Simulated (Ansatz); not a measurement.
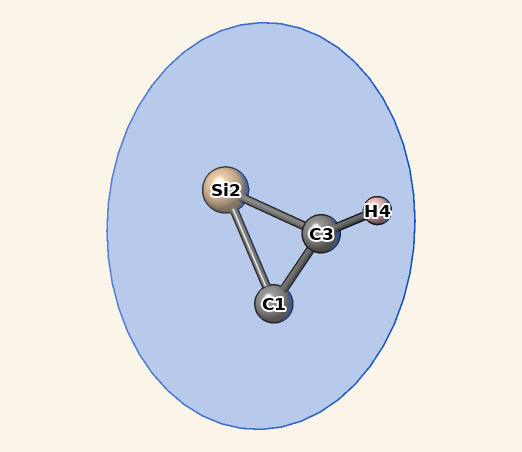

A disc through the centre of mass is drawn in. Depth is shown by fading: the farther an atom, the more it takes the colour of the background. State: neutral, doublet. The geometry was computed by an optimisation with PBE-D4/def2-SVP. No frequency run is at hand to confirm it as a minimum.

### Is the plane of the disc a mirror plane of the structure?

Yes. The reflection leaves C1, Si2, C3, H4 in place. The point group is Cs.
